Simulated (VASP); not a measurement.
# TaGa with PW91: from relaxation to properties, part 3 of 3

Wanted: the relaxed cell of TaGa and its properties. The cell is invented: it takes the structure of a Materials Project entry for VGa (space group 187 there), with some of its atoms replaced by other elements, volume scaled by an estimate. It may not be a known or stable phase.

VASP 6.6.1; PW91; plane waves and PAW (Ta_pv, Ga_d); invented cell.

Still holding for the runs below: The k-mesh is coarse for a metal.

So far. Step 3 (Relaxing cell and atoms (PW91)): It ends with forces that vanish by symmetry and a pressure of 0.01 GPa. Step 4 (Density, ELF and potential (PW91)): In this run the pressure is -0.01 GPa, small enough to go on. The relaxed cell has a = 2.955, c = 4.555 Å (conventional setting).

### Step 5. Band structure (PW91)

Levels along the symmetry lines show where the bands peak and cross; KPOINTS_OPT computes them in the converged potential.

INCAR reads:

```
SYSTEM = TaGa
PREC = Accurate
ENCUT = 400
EDIFF = 1E-06
NELM = 100
ISMEAR = -1
SIGMA = 0.05
LREAL = .FALSE.
ALGO = Normal
GGA = 91
NBANDS = 24
LORBIT = 11
LWAVE = .FALSE.
LCHARG = .FALSE.
```

POSCAR reads:

```
TaGa
1.0
    2.9552379592      0.0000000000      0.0000000000
   -1.4776189796      2.5593107660      0.0000000000
    0.0000000000      0.0000000000      4.5547920310
Ta Ga
1 1
Direct
    0.6666666700      0.3333333300      0.0000000000
    0.0000000000      0.0000000000      0.5000000000
```

KPOINTS reads:

```
Automatic mesh
0
Gamma
8 8 4
0 0 0
```

KPOINTS_OPT reads:

```
Line mode
16
Line-mode
Reciprocal
  0.00000000   0.00000000   0.00000000 GAMMA
  0.50000000   0.00000000   0.00000000 M

  0.50000000   0.00000000   0.00000000 M
  0.33333333   0.33333333   0.00000000 K

  0.33333333   0.33333333   0.00000000 K
  0.00000000   0.00000000   0.00000000 GAMMA

  0.00000000   0.00000000   0.00000000 GAMMA
  0.00000000   0.00000000   0.50000000 A

  0.00000000   0.00000000   0.50000000 A
  0.50000000   0.00000000   0.50000000 L

  0.50000000   0.00000000   0.50000000 L
  0.33333333   0.33333333   0.50000000 H

  0.33333333   0.33333333   0.50000000 H
  0.00000000   0.00000000   0.50000000 A

  0.50000000   0.00000000   0.50000000 L
  0.50000000   0.00000000   0.00000000 M

  0.33333333   0.33333333   0.00000000 K
  0.33333333   0.33333333   0.50000000 H
```

PAW data sets: Ta_pv and Ga_d (PBE family, release 64).

The run is started by

```sh
$ mpirun -np 1 vasp_std
```

The program printed:

```text
[... set-up lines as in an earlier step ...]
 entering main loop
       N       E                     dE             d eps       ncg     rms          rms(c)
DAV:   1     0.150775601044E+03    0.15078E+03   -0.10342E+04  1600   0.136E+03
DAV:   2    -0.520805461607E+01   -0.15598E+03   -0.14890E+03  1528   0.346E+02
DAV:   3    -0.155665246265E+02   -0.10358E+02   -0.10275E+02  1816   0.699E+01
DAV:   4    -0.156890421066E+02   -0.12252E+00   -0.12249E+00  1560   0.805E+00
DAV:   5    -0.156904524787E+02   -0.14104E-02   -0.14103E-02  1776   0.898E-01    0.128E+01
DAV:   6    -0.151093411706E+02    0.58111E+00   -0.77905E-01  1656   0.609E+00    0.564E+00
DAV:   7    -0.149744485670E+02    0.13489E+00   -0.24118E-01  1736   0.411E+00    0.110E+00
DAV:   8    -0.149691281513E+02    0.53204E-02   -0.14606E-02  1592   0.836E-01    0.269E-01
DAV:   9    -0.149685666399E+02    0.56151E-03   -0.12865E-03  1832   0.365E-01    0.587E-02
DAV:  10    -0.149685567759E+02    0.98640E-05   -0.12369E-04  1752   0.123E-01    0.194E-02
DAV:  11    -0.149685576600E+02   -0.88403E-06   -0.41786E-06  1584   0.138E-02
   1 F= -.14968558E+02 E0= -.14966242E+02  d E =-.463099E-02
 Start KPOINTS_OPT (optional k-point list driver)
k-point batch [1-30\144]
       N       E                     dE             ncg
DAV:   1    -0.174071950517E+04   -0.21020E+05     1592
DAV:   2    -0.656211733673E+04   -0.48214E+04     1608
DAV:   3    -0.688365172065E+04   -0.32153E+03     1784
DAV:   4    -0.688763703992E+04   -0.39853E+01     1448
DAV:   5    -0.688768922547E+04   -0.52186E-01     1720
DAV:   6    -0.688769073738E+04   -0.15119E-02     1672
DAV:   7    -0.688769078332E+04   -0.45939E-04     1720
DAV:   8    -0.688769078414E+04   -0.81832E-06     1152
[...]
k-point batch [121-144\144]
       N       E                     dE             ncg
DAV:   1     0.422169549585E+04   -0.24539E+05     1280
DAV:   2     0.519376743134E+03   -0.37023E+04     1288
DAV:   3     0.285887353250E+03   -0.23349E+03     1344
DAV:   4     0.283180988204E+03   -0.27064E+01     1256
DAV:   5     0.283145184226E+03   -0.35804E-01     1416
DAV:   6     0.283144392068E+03   -0.79216E-03     1376
DAV:   7     0.283144363845E+03   -0.28223E-04     1352
DAV:   8     0.283144363058E+03   -0.78640E-06      976
```

It took 23 s on 1 MPI rank of Intel Xeon 6975P-C (Granite Rapids), shared host; peak memory 0.16 GiB.

OUTCAR, selected parts (step 5):

```text
   k-points           NKPTS =     30   k-points in BZ     NKDIM =     30   number of bands    NBANDS=     24

   NELECT =      24.0000    total number of electrons

 E-fermi :   5.9807

 k-point     1 :       0.0000    0.0000    0.0000
  band No.  band energies     occupation
    ...
      7      -8.2370      2.00000
      8      -8.2370      2.00000
      9      -4.3063      2.00000
     10       2.1569      2.00000
     11       4.4794      2.00000
     12       6.8440      0.00000
     13       6.8440      0.00000
     14       9.6144      0.00000
     15       9.6144      0.00000
     16      11.4548      0.00000
    ...

  Total       -0.0037926     -0.0037926     -0.0043662      0.0000000      0.0000000     -0.0000000
  in kB       -0.1763874     -0.1763873     -0.2030640      0.0000000      0.0000000     -0.0000000
  external PRESSURE =      -0.1852795 kB  Pullay stress =       0.0000000 kB

 POSITION                                       TOTAL-FORCE (eV/Angst)
 -----------------------------------------------------------------------------------
      1.47762      0.85310      0.00000        -0.000000     -0.000000      0.000000
      0.00000      0.00000      2.27740         0.000000      0.000000      0.000000
 -----------------------------------------------------------------------------------
    total drift:                               -0.000003      0.000004     -0.000000

  FREE ENERGIE OF THE ION-ELECTRON SYSTEM (eV)
  ---------------------------------------------------
  free  energy   TOTEN  =       -14.9685576600 eV

  energy  without entropy=      -14.9639266691  energy(sigma->0) =      -14.96624216

[... 7 parts as in an earlier step ...]

[... 9 further parts left out ...]
```

Spin-orbit coupling is off here; with elements this heavy it splits and shifts levels by tenths of an eV or more.

Numbers from this step:

```
SCF cycles : 11
bands      : 24
pressure   : -0.01853 GPa
```

Electronic bands along the path, in eV, zero at the Fermi level; # counts the bands kept, so #1 is VASP's band 9:

| point | #1 | #2 | #3 | #4 | #5 | #6 | #7 | #8 |
| --- | --- | --- | --- | --- | --- | --- | --- | --- |
| Γ | -10.29 | -3.82 | -1.50 | 0.86 | 0.86 | 3.63 | 3.63 | 5.47 |
| M | -5.21 | -3.67 | -2.75 | -2.10 | 2.50 | 5.23 | 5.80 | 6.06 |
| K | -3.54 | -2.74 | -1.88 | -1.80 | -0.41 | 2.07 | 2.19 | 5.65 |
| Γ | -10.29 | -3.82 | -1.50 | 0.86 | 0.86 | 3.63 | 3.63 | 5.47 |
| A | -8.76 | -6.80 | -1.24 | 0.97 | 0.97 | 3.39 | 3.39 | 8.86 |
| L | -5.36 | -3.46 | -2.74 | 0.39 | 1.22 | 1.59 | 3.67 | 6.22 |
| H | -4.24 | -2.81 | -1.45 | -0.47 | -0.30 | 1.29 | 4.68 | 4.78 |
| A | -8.76 | -6.80 | -1.24 | 0.97 | 0.97 | 3.39 | 3.39 | 8.86 |
| jump to L | -5.36 | -3.46 | -2.74 | 0.39 | 1.22 | 1.59 | 3.67 | 6.22 |
| M | -5.21 | -3.67 | -2.75 | -2.10 | 2.50 | 5.23 | 5.80 | 6.06 |
| jump to K | -3.54 | -2.74 | -1.88 | -1.80 | -0.41 | 2.07 | 2.19 | 5.65 |
| H | -4.24 | -2.81 | -1.45 | -0.47 | -0.30 | 1.29 | 4.68 | 4.78 |

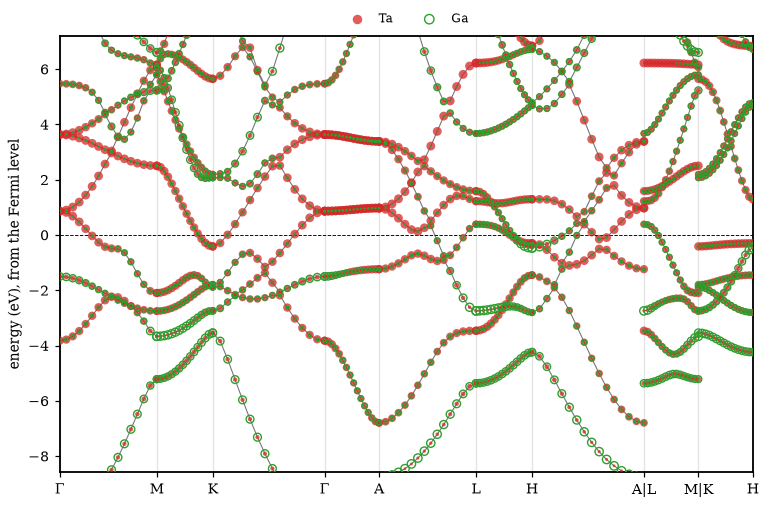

Electronic bands along the path; dots are coloured as in the legend, and their area grows with the weight.

There is no gap at this level.

### Step 6. Density of states (PW91)

A density of states needs more k-points than a total energy; ISMEAR = -5 takes tetrahedra, and LORBIT projects the states on the PAW spheres. The mesh is finer than in the run before.

INCAR: that of step 5 with these lines changed.

```diff
@@ -5,3 +5,3 @@
 NELM = 100
-ISMEAR = -1
+ISMEAR = -5
 SIGMA = 0.05
@@ -14 +14,2 @@
 LCHARG = .FALSE.
+NEDOS = 2001
```

POSCAR is that of step 5.

KPOINTS reads:

```
Automatic mesh
0
Gamma
11 11 6
0 0 0
```

The run is started by

```sh
$ mpirun -np 1 vasp_std
```

The program printed:

```text
[... set-up lines as in an earlier step ...]
 entering main loop
       N       E                     dE             d eps       ncg     rms          rms(c)
DAV:   1     0.146084935329E+03    0.14608E+03   -0.10426E+04  3488   0.136E+03
DAV:   2    -0.559389993498E+01   -0.15168E+03   -0.14526E+03  3272   0.342E+02
DAV:   3    -0.155343316882E+02   -0.99404E+01   -0.98708E+01  3816   0.688E+01
DAV:   4    -0.156540536161E+02   -0.11972E+00   -0.11974E+00  3336   0.800E+00
DAV:   5    -0.156555283525E+02   -0.14747E-02   -0.14760E-02  3816   0.918E-01    0.128E+01
DAV:   6    -0.150848388878E+02    0.57069E+00   -0.72226E-01  3464   0.608E+00    0.569E+00
DAV:   7    -0.149449945447E+02    0.13984E+00   -0.26536E-01  3616   0.416E+00    0.109E+00
DAV:   8    -0.149405785588E+02    0.44160E-02   -0.13214E-02  3368   0.884E-01    0.304E-01
DAV:   9    -0.149398027751E+02    0.77578E-03   -0.16844E-03  3808   0.386E-01    0.521E-02
DAV:  10    -0.149397912812E+02    0.11494E-04   -0.16639E-04  3728   0.126E-01    0.224E-02
DAV:  11    -0.149397910764E+02    0.20481E-06   -0.57087E-06  3552   0.162E-02
   1 F= -.14939791E+02 E0= -.14939791E+02  d E =0.000000E+00
 -----------------------------------------------------------------------------
|                                                                             |
|           W    W    AA    RRRRR   N    N  II  N    N   GGGG   !!!           |
|           W    W   A  A   R    R  NN   N  II  NN   N  G    G  !!!           |
|           W    W  A    A  R    R  N N  N  II  N N  N  G       !!!           |
|           W WW W  AAAAAA  RRRRR   N  N N  II  N  N N  G  GGG   !            |
|           WW  WW  A    A  R   R   N   NN  II  N   NN  G    G                |
|           W    W  A    A  R    R  N    N  II  N    N   GGGG   !!!           |
|                                                                             |
|     Tetrahedron method does not include variations of the Fermi             |
|     occupations, so forces and stress will be inaccurate. We suggest        |
|     using a different smearing scheme ISMEAR = 1 or 2 for metals in         |
|     relaxations.                                                            |
|                                                                             |
 -----------------------------------------------------------------------------
```

The job ended after 12 s (1 MPI rank; peak memory 0.16 GiB).

Parts of OUTCAR (step 6):

```text
   k-points           NKPTS =     64   k-points in BZ     NKDIM =     64   number of bands    NBANDS=     24

   NELECT =      24.0000    total number of electrons

 E-fermi :   6.0875

 k-point     1 :       0.0000    0.0000    0.0000
  band No.  band energies     occupation
    ...
      7      -8.2660      2.00000
      8      -8.2660      2.00000
      9      -4.3205      2.00000
     10       2.1855      2.00000
     11       4.4744      2.00000
     12       6.8852      0.00000
     13       6.8852      0.00000
     14       9.6380      0.00000
     15       9.6380      0.00000
     16      11.4547      0.00000
    ...

  Total        0.0041366      0.0041366      0.1479989      0.0000000      0.0000000      0.0000000
  in kB        0.1923863      0.1923863      6.8831140      0.0000000      0.0000000      0.0000000
  external PRESSURE =       2.4226289 kB  Pullay stress =       0.0000000 kB

 POSITION                                       TOTAL-FORCE (eV/Angst)
 -----------------------------------------------------------------------------------
      1.47762      0.85310      0.00000         0.000000     -0.000000      0.000000
      0.00000      0.00000      2.27740        -0.000000      0.000000      0.000000
 -----------------------------------------------------------------------------------
    total drift:                               -0.000003      0.000004     -0.000000

  FREE ENERGIE OF THE ION-ELECTRON SYSTEM (eV)
  ---------------------------------------------------
  free  energy   TOTEN  =       -14.9397910764 eV

  energy  without entropy=      -14.9397910764  energy(sigma->0) =      -14.93979108

[... 6 parts as in an earlier step ...]

[... 10 further parts left out ...]
```

With tetrahedra the forces and stress of a metal are not exact derivatives of the energy.

Numbers from this step:

```
irreducible k-points   : 64
free energy (TOTEN)    : -14.94 eV
Fermi energy           : 6.088 eV
pressure               : 0.2423 GPa
DOS at the Fermi level : 1.172 states/eV/cell
```

The density of states has structure finer than the step of the table below, so its rows give means over 2 eV, whole bins alone (the curve runs from -12.0 to 7.95 eV). Peaks (eV: height): total -2.0: 1.99, -0.9: 2.36, 2.8: 1.92, 3.8: 2.27; Ta d -0.9: 1.02, 2.1: 1.14, 2.8: 1.19, 3.8: 1.05; Ga p -2.0: 0.282, -0.6: 0.224, 3.8: 0.238, 7.2: 0.268; Ga s -5.6: 0.246, -5.1: 0.217, 2.5: 0.103, 3.8: 0.242; Ta p -0.6: 0.148, 3.8: 0.0719, 4.9: 0.055, 7.4: 0.0545.

States under -12.0 eV and over 7.9 eV are left out. Table of density of states by energy, zero at the Fermi level; means over each step; values in states/eV/cell:

| energy (eV) | total | Ta d | Ga p | Ga s | Ta p | Ta s |
| --- | --- | --- | --- | --- | --- | --- |
| -10 | 0.108 | 8.8e-4 | 0.00180 | 0.0432 | 0.00163 | 0.00935 |
| -8 | 0.346 | 0.0107 | 0.0158 | 0.136 | 0.00890 | 0.0167 |
| -6 | 0.528 | 0.0523 | 0.0359 | 0.169 | 0.0111 | 0.0320 |
| -4 | 0.708 | 0.158 | 0.0795 | 0.0587 | 0.0219 | 0.0734 |
| -2 | 1.46 | 0.568 | 0.194 | 0.0355 | 0.0502 | 0.0234 |
| 0 | 1.24 | 0.589 | 0.0999 | 0.0225 | 0.0547 | 0.0114 |
| 2 | 1.53 | 0.923 | 0.0956 | 0.0455 | 0.0227 | 0.0253 |
| 4 | 1.31 | 0.640 | 0.134 | 0.109 | 0.0433 | 0.0268 |
| 6 | 1.02 | 0.449 | 0.171 | 0.0686 | 0.0342 | 0.0298 |

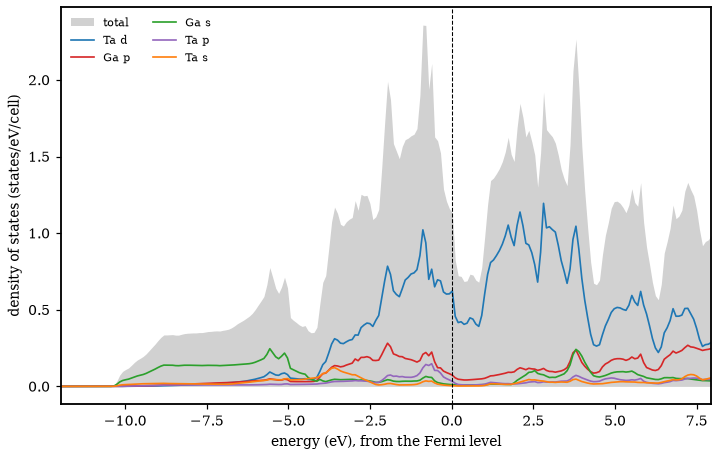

Density of states against energy.

The finer mesh and the other smearing move the Fermi level by +0.11 eV from the 8×8×4 run, one measure of the sampling error in the zero of the bands above. Of the states within 0.3 eV of the Fermi level, the largest shares in the PAW spheres are Ta d 53 % and Ga p 7 %. The rest lies in smaller channels or between the spheres.

### Step 7. What came out

```json
{
  "relaxed volume": "17.22 Å³/atom",
  "relaxed conventional cell a, b, c": "2.955, 2.955, 4.555 Å; angles 90.0, 90.0, 120.0°",
  "space group after relaxing, within 0.02 Å": "P-6m2 (No. 187)",
  "band gap": "none, a metal",
  "DOS at the Fermi level": "1.17 states/eV/cell"
}
```

In words: With PW91, TaGa relaxes to 17.22 Å³/atom in space group P-6m2 (held by the symmetry of the run) and comes out as a metal. Band structure (PW91): Of the bands kept, 2 cross the Fermi level on this path. Spin-orbit coupling is left out, and with elements this heavy it would split and shift bands near the Fermi level. The k-sampling is coarse for a metal, so the Fermi level, pressures and the shape of the cell carry errors. No search among competing phases was made. All values are for a static lattice at zero temperature.

[Lines on the potential files, build, host, timing and source positions are cut from VASP's logs without a mark.]

[Logs are printed without paths, hosts, clocks, repeated set-up lines and the standing remarks that a program may print on its own settings, such as how far it seeks lower states.]

[Hosts, paths, dates, database ids (printed as entryN), source tags and the programs' standing remarks are cut or masked in the printed files.]

[A measured line is paired with the nearest computed mode of its activity, which favours agreement.]
